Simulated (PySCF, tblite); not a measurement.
# C2H8BO2P: a rotation path, then NMR shifts on frames, part 2 of 2

tblite 0.8.0 and PySCF 2.14.0. Atoms count from 0. Earlier steps stand in the parts before.

### 5 NMR shieldings: image 4, PBE0/pcSseg-1

Job settings and geometry (Å):

```
{"job": {"kind": "nmr", "xc": "PBE0", "basis": "pcSseg-1", "pop": false}, "charge": 0, "multiplicity": 1}
C      1.350300     1.009100     0.492000
C      1.321800    -0.509100     0.570100
O      0.166600    -1.144300     0.067600
B     -0.958000    -0.724800    -0.527900
O     -1.823100    -1.689000    -0.921800
P     -1.575900     1.029900    -1.068800
H      0.580300     1.448000     1.121900
H      2.321700     1.360700     0.831200
H      1.191300     1.340300    -0.533000
H      1.420500    -0.836700     1.613400
H      2.167600    -0.921000     0.004700
H     -1.542900    -2.592700    -0.758600
H     -2.899200     0.643500    -1.131000
H     -1.721600     1.585600     0.188100
```

With the program's defaults for keys left out, this is: GIAO PBE0/pcSseg-1 NMR shielding, non-relativistic, gas phase.

Output:

```text
coarse grid: 12016 points
cycle   1  E = -597.1270301809  dE =  6.821e-01  |g| = 8.132e-01  |ddm| = 3.127e+00
cycle   2  E = -597.0145191842  dE =  1.125e-01  |g| = 1.143e+00  |ddm| = 1.382e+00
cycle   3  E = -597.2462375954  dE = -2.317e-01  |g| = 7.667e-02  |ddm| = 8.753e-01
cycle   4  E = -597.2473866869  dE = -1.149e-03  |g| = 2.999e-02  |ddm| = 8.669e-02
cycle   5  E = -597.2475955555  dE = -2.089e-04  |g| = 5.404e-03  |ddm| = 2.690e-02
cycle   6  E = -597.2476015276  dE = -5.972e-06  |g| = 2.105e-03  |ddm| = 5.964e-03
final grid: 110944 points
cycle   7  E = -597.3031682230  dE = -3.663e-05  |g| = 1.194e-02  |ddm| = 2.828e-02
cycle   8  E = -597.3031431126  dE =  2.511e-05  |g| = 1.702e-02  |ddm| = 1.727e-02
cycle   9  E = -597.3031950502  dE = -5.194e-05  |g| = 1.573e-03  |ddm| = 1.047e-02
cycle  10  E = -597.3031955725  dE = -5.223e-07  |g| = 2.588e-04  |ddm| = 1.504e-03
cycle  11  E = -597.3031955827  dE = -1.019e-08  |g| = 1.293e-04  |ddm| = 2.593e-04
cycle  12  E = -597.3031955858  dE = -3.026e-09  |g| = 2.621e-05  |ddm| = 1.040e-04
cycle  13  E = -597.3031955859  dE = -1.351e-10  |g| = 5.855e-06  |ddm| = 2.353e-05
converged SCF energy = -597.3031955859

GIAO shielding tensors (ppm)
atom      isotropic    diamagn.    paramagn.     s11        s22        s33       span
  0 C      168.763     251.809     -83.045    156.771    170.537    178.982     22.212
  1 C      120.072     241.330    -121.258     88.917    104.594    166.705     77.788
  2 O      187.752     396.771    -209.019     36.862    240.928    285.466    248.604
  3 B       71.969     196.931    -124.962     51.530     72.226     92.153     40.623
  4 O      194.563     385.803    -191.240     97.703    238.113    247.874    150.171
  5 P      585.987     968.342    -382.355    500.251    614.316    643.395    143.144
  6 H       30.342      32.247      -1.905     26.559     30.168     34.299      7.741
  7 H       30.682      28.848       1.834     26.652     27.741     37.653     11.001
  8 H       29.924      31.495      -1.571     25.533     30.317     33.922      8.389
  9 H       27.295      28.991      -1.696     22.057     27.146     32.683     10.626
 10 H       27.333      28.859      -1.526     21.992     27.201     32.806     10.814
 11 H       27.512      31.903      -4.391     21.670     22.832     38.033     16.363
 12 H       30.065      30.590      -0.525     24.280     27.661     38.253     13.974
 13 H       30.421      31.760      -1.339     25.114     29.234     36.913     11.799
```

Run time: 34 s. Hardware: 1 thread of Intel Xeon at 2.50GHz, shared host; peak memory 0.75 GiB.

Key values: δ C1 66.9, C0 18.2, O2 148.3, O4 141.5, H9 4.42, H10 4.38 ppm.

### 6 NMR shieldings: image 6, PBE0/pcSseg-1

Job settings and geometry (Å):

```
{"job": {"kind": "nmr", "xc": "PBE0", "basis": "pcSseg-1", "pop": false}, "charge": 0, "multiplicity": 1}
C      1.264200     0.979300     0.835000
C      1.364900    -0.459600     0.346500
O      0.123900    -1.123300     0.206600
B     -0.975600    -0.768100    -0.482300
O     -1.979400    -1.668100    -0.552700
P     -1.330600     0.837800    -1.511900
H      0.692200     1.029700     1.758500
H      2.263700     1.365400     1.017800
H      0.782200     1.600800     0.082800
H      1.929300    -1.062800     1.066900
H      1.888700    -0.482900    -0.616800
H     -1.820100    -2.513800    -0.126600
H     -2.679300     0.575500    -1.635200
H     -1.524800     1.689500    -0.440600
```

Method: GIAO PBE0/pcSseg-1 NMR shielding, non-relativistic, gas phase.

Output:

```text
coarse grid: 12016 points
cycle   1  E = -597.1312508252  dE =  6.701e-01  |g| = 8.111e-01  |ddm| = 3.125e+00
cycle   2  E = -597.0177913145  dE =  1.135e-01  |g| = 1.144e+00  |ddm| = 1.375e+00
cycle   3  E = -597.2500187387  dE = -2.322e-01  |g| = 7.693e-02  |ddm| = 8.701e-01
cycle   4  E = -597.2511797357  dE = -1.161e-03  |g| = 3.003e-02  |ddm| = 8.684e-02
cycle   5  E = -597.2513864928  dE = -2.068e-04  |g| = 6.118e-03  |ddm| = 2.664e-02
cycle   6  E = -597.2513931461  dE = -6.653e-06  |g| = 2.925e-03  |ddm| = 6.354e-03
final grid: 110944 points
cycle   7  E = -597.3058718638  dE = -3.104e-05  |g| = 1.250e-02  |ddm| = 2.710e-02
cycle   8  E = -597.3058402402  dE =  3.162e-05  |g| = 1.851e-02  |ddm| = 1.857e-02
cycle   9  E = -597.3059002535  dE = -6.001e-05  |g| = 1.624e-03  |ddm| = 1.159e-02
cycle  10  E = -597.3059008213  dE = -5.678e-07  |g| = 2.381e-04  |ddm| = 1.522e-03
cycle  11  E = -597.3059008299  dE = -8.555e-09  |g| = 1.213e-04  |ddm| = 2.460e-04
cycle  12  E = -597.3059008326  dE = -2.692e-09  |g| = 2.375e-05  |ddm| = 9.934e-05
cycle  13  E = -597.3059008327  dE = -1.110e-10  |g| = 5.690e-06  |ddm| = 2.313e-05
converged SCF energy = -597.3059008327

GIAO shielding tensors (ppm)
atom      isotropic    diamagn.    paramagn.     s11        s22        s33       span
  0 C      167.314     250.790     -83.476    151.222    168.805    181.916     30.694
  1 C      121.573     242.805    -121.232     89.456    107.356    167.907     78.451
  2 O      183.384     396.929    -213.545     32.752    221.582    295.820    263.068
  3 B       70.212     197.252    -127.040     50.017     69.740     90.879     40.862
  4 O      193.253     385.677    -192.424     95.734    238.388    245.638    149.905
  5 P      589.106     968.373    -379.268    506.944    612.933    647.440    140.496
  6 H       30.500      31.116      -0.616     27.603     28.352     35.546      7.943
  7 H       30.725      28.956       1.769     26.805     27.524     37.846     11.041
  8 H       30.153      32.364      -2.212     24.774     30.315     35.369     10.595
  9 H       27.525      28.954      -1.429     22.086     27.488     33.001     10.915
 10 H       27.429      29.860      -2.430     23.196     26.853     32.239      9.043
 11 H       27.368      31.839      -4.470     21.589     22.602     37.915     16.326
 12 H       30.106      30.550      -0.444     24.409     27.578     38.331     13.922
 13 H       30.384      31.753      -1.369     25.152     29.204     36.797     11.645
```

Wall time 32 s (1 thread of Intel Xeon at 2.50GHz, shared host); peak memory 0.75 GiB.

This run: δ C1 65.4, C0 19.6, O2 152.7, O4 142.8, H11 4.35, H10 4.29 ppm.

### 7 NMR shieldings: image 8, PBE0/pcSseg-1

Job settings and geometry (Å):

```
{"job": {"kind": "nmr", "xc": "PBE0", "basis": "pcSseg-1", "pop": false}, "charge": 0, "multiplicity": 1}
C      1.290000     0.875300     1.210800
C      1.245900    -0.240700     0.174700
O      0.059000    -0.995900     0.292800
B     -1.024800    -0.825600    -0.489300
O     -2.101100    -1.610500    -0.293700
P     -1.139600     0.402200    -1.981700
H      1.205500     0.459400     2.211500
H      2.227700     1.417100     1.128000
H      0.465200     1.566200     1.050400
H      2.076900    -0.937400     0.327600
H      1.316000     0.182700    -0.838200
H     -2.020800    -2.261000     0.406800
H     -2.516900     0.404600    -2.021300
H     -1.083600     1.563200    -1.230500
```

Level: GIAO PBE0/pcSseg-1 NMR shielding, non-relativistic, gas phase.

Output:

```text
coarse grid: 12016 points
cycle   1  E = -597.1365954975  dE =  6.758e-01  |g| = 8.081e-01  |ddm| = 3.129e+00
cycle   2  E = -597.0235016898  dE =  1.131e-01  |g| = 1.141e+00  |ddm| = 1.357e+00
cycle   3  E = -597.2549137318  dE = -2.314e-01  |g| = 7.629e-02  |ddm| = 8.614e-01
cycle   4  E = -597.2560423527  dE = -1.129e-03  |g| = 3.056e-02  |ddm| = 8.585e-02
cycle   5  E = -597.2562433563  dE = -2.010e-04  |g| = 8.327e-03  |ddm| = 2.680e-02
cycle   6  E = -597.2562541381  dE = -1.078e-05  |g| = 3.771e-03  |ddm| = 7.506e-03
cycle   7  E = -597.2562565227  dE = -2.385e-06  |g| = 6.916e-04  |ddm| = 2.878e-03
final grid: 110944 points
cycle   8  E = -597.3110104864  dE = -3.353e-05  |g| = 1.011e-02  |ddm| = 2.462e-02
cycle   9  E = -597.3109959691  dE =  1.452e-05  |g| = 1.366e-02  |ddm| = 1.392e-02
cycle  10  E = -597.3110303777  dE = -3.441e-05  |g| = 1.085e-03  |ddm| = 8.071e-03
cycle  11  E = -597.3110306340  dE = -2.563e-07  |g| = 1.944e-04  |ddm| = 1.146e-03
cycle  12  E = -597.3110306395  dE = -5.583e-09  |g| = 1.084e-04  |ddm| = 2.078e-04
cycle  13  E = -597.3110306416  dE = -2.073e-09  |g| = 2.456e-05  |ddm| = 8.208e-05
cycle  14  E = -597.3110306417  dE = -1.112e-10  |g| = 5.071e-06  |ddm| = 1.982e-05
converged SCF energy = -597.3110306417

GIAO shielding tensors (ppm)
atom      isotropic    diamagn.    paramagn.     s11        s22        s33       span
  0 C      166.771     249.227     -82.456    148.424    166.450    185.438     37.014
  1 C      120.085     245.231    -125.146     90.845    104.206    165.205     74.361
  2 O      172.240     398.274    -226.034      3.780    223.111    289.829    286.049
  3 B       68.370     198.125    -129.755     52.000     66.742     86.369     34.369
  4 O      201.852     385.614    -183.761    103.275    244.355    257.927    154.652
  5 P      602.864     968.395    -365.531    534.327    625.710    648.553    114.226
  6 H       30.233      29.878       0.355     26.678     28.039     35.982      9.305
  7 H       30.797      28.976       1.822     27.018     27.511     37.863     10.846
  8 H       30.563      31.735      -1.172     26.168     30.911     34.611      8.443
  9 H       27.565      29.537      -1.972     22.807     27.016     32.873     10.066
 10 H       27.736      31.664      -3.927     23.537     29.543     30.129      6.593
 11 H       27.363      31.993      -4.629     21.431     22.643     38.017     16.586
 12 H       30.389      30.590      -0.201     25.082     27.552     38.533     13.450
 13 H       30.507      31.994      -1.487     25.015     29.214     37.292     12.278
```

Run time: 35 s. Hardware: 1 thread of Intel Xeon at 2.50GHz, shared host; peak memory 0.75 GiB.

This run: δ C1 66.8, C0 20.2, O2 163.8, O4 134.2, H11 4.35, H9 4.15 ppm.

### 8 Run by run: NMR shifts

Shifts (ppm) of some atoms, chosen among heavy atoms and hydrogens apart, with basis size and wall time:

```tsv
frame	C0	H6	H8	O2	O4	B3	P5	functions	time
image 0	20.4	1.64	1.40	161.5	136.7	31.8	-284.7	149	32 s
image 2	19.8	1.91	1.18	154.4	138.8	30.2	-275.5	149	30 s
image 4	18.2	1.37	1.79	148.3	141.5	28.1	-267.6	149	34 s
image 6	19.6	1.22	1.56	152.7	142.8	29.9	-270.7	149	32 s
image 8	20.2	1.48	1.15	163.8	134.2	31.7	-284.5	149	35 s
```

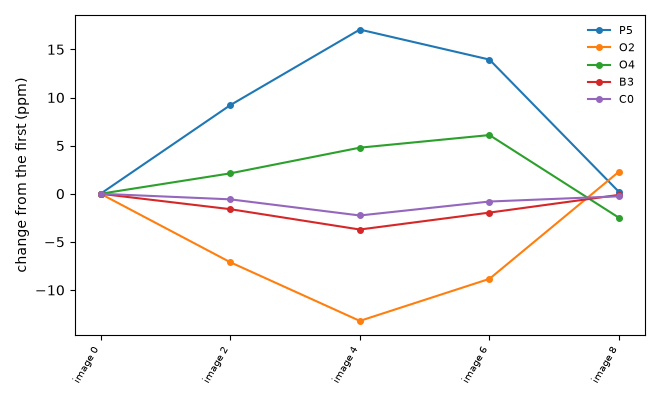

How five of the tabulated atoms move from run to run.

### 9 What came out

What follows sums up all 2 parts.

| quantity | value |
| --- | --- |
| barrier | 0.104 eV (2.4 kcal/mol) at image 4 |
| end to end (GFN2-xTB) | 0.003 eV |
| 13C shifts against TMS (PBE0/pcSseg-1, image 0) | 66.2, 20.4 ppm |
| 1H shifts against TMS (PBE0/pcSseg-1, image 0) | 4.38, 4.14, 3.90, 1.64, 1.41, 1.40, 1.35, 0.92 ppm |
| 17O shifts against H2O (PBE0/pcSseg-1, image 0) | 161.5, 136.7 ppm |
| 11B shifts against BF3·OEt2 (PBE0/pcSseg-1, image 0) | 31.8 ppm |
| 31P shifts against H3PO4 (PBE0/pcSseg-1, image 0) | -284.7 ppm |
| range of the shift of P5 | -284.7 to -267.6 ppm |

Along the band the dihedral turns by 185°, and the top (dihedral 2°) lies 2.4 kcal/mol above the start (GFN2-xTB, rough), so at room temperature this motion is fast. The top was not checked by a frequency run. Shifts at one fixed geometry are not the observed spectrum, which averages over the motion. In the first frame run (image 0): Shielding is most anisotropic at O2 (span 288 ppm, paramagnetic term -223 ppm). In ppm, P5 moves most: its shift spreads over 17.1 ppm, from -284.7 (image 0) to -267.6 (image 4).
